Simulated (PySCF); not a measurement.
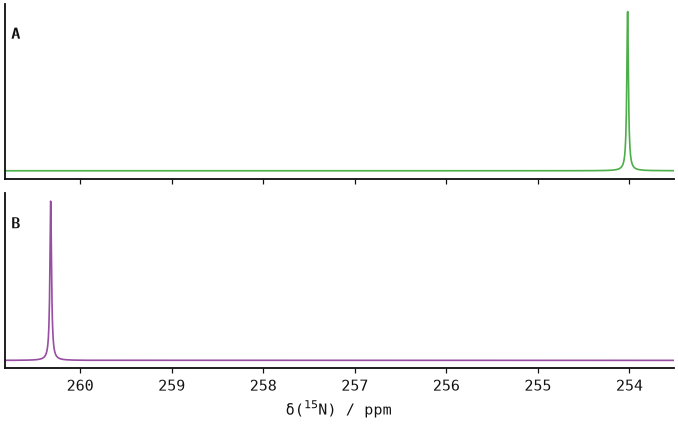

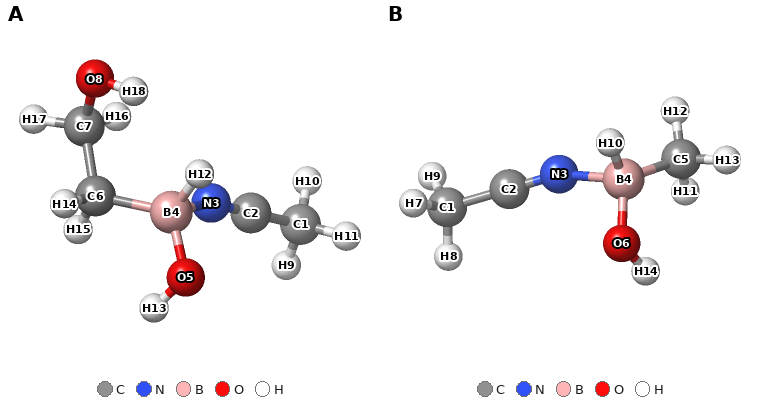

Related molecules: A is C₄H₁₀BNO₂, SMILES CC#[N+][B@H-](O)CCO; B is C₃H₈BNO, SMILES CC#[N+][B@H-](C)O. GIAO ¹⁵N shifts against NH₃ (¹⁵N: a single molecule, while the usual scales start at liquid NH₃ or nitromethane; multiply bonded nitrogen can come out tens of ppm too deshielded), PBE0/pcSseg-1 with PySCF 2.14.0, at a GFN2-xTB geometry (no frequency check); fully decoupled, line heights follow the number of nuclei within a panel, widths are arbitrary (no quadrupolar broadening); values of one conformer, averaged over methyl-type rotors and exact or near symmetry; other conformers aren't averaged in.

Q: How does the ¹⁵N shift respond?

A: From A (254.0 ppm) to B (260.3 ppm) the nucleus is deshielded by 6.3 ppm.

Limits of at least one run: the tight-binding geometry is rougher than a DFT one and adds to the error.
